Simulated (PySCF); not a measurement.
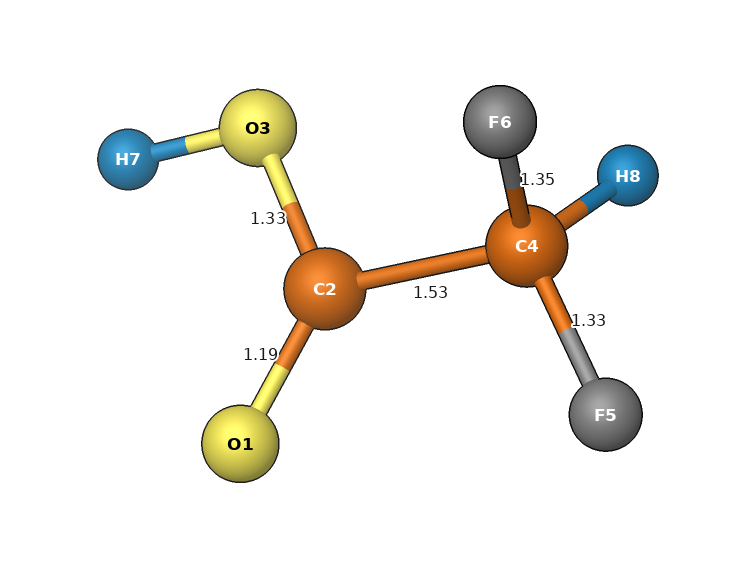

The numbers beside the sticks are distances in Å. Sticks don't show bond order. The computed structure is the end point of a PBE0-D3(BJ)/def2-SVP optimisation. No frequency run is at hand to confirm it as a minimum.

Which of the marked bonds are single, double, triple or aromatic?

Answer. O1–C2 double; C2–O3 single; C2–C4 single; C4–F5 single; C4–F6 single.

Write the SMILES.

Answer. O=C(O)C(F)F
